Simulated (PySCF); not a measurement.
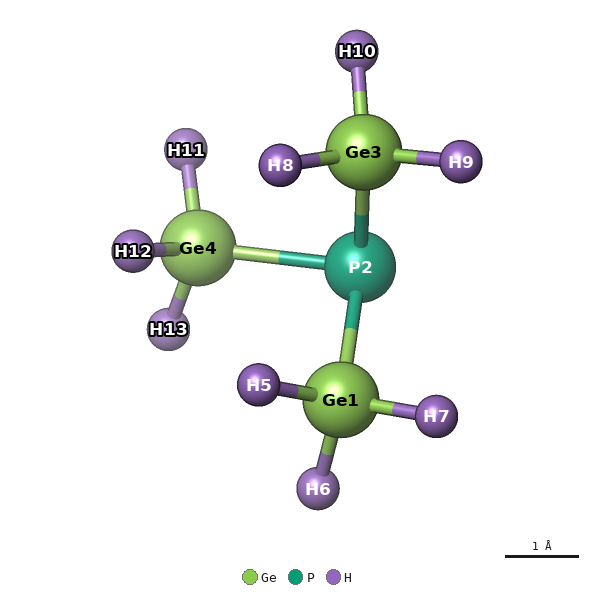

Orthographic view. Atoms fade into the background with distance from the viewer. The geometry was computed by an optimisation with PBE0-D3(BJ)/def2-TZVP. No frequency run is at hand to confirm it as a minimum.

Write the connection table.

Ge1: P2, H5, H6, H7
P2: Ge1, Ge3, Ge4
Ge3: P2, H8, H9, H10
Ge4: P2, H11, H12, H13
(terminal hydrogens appear only as neighbours)
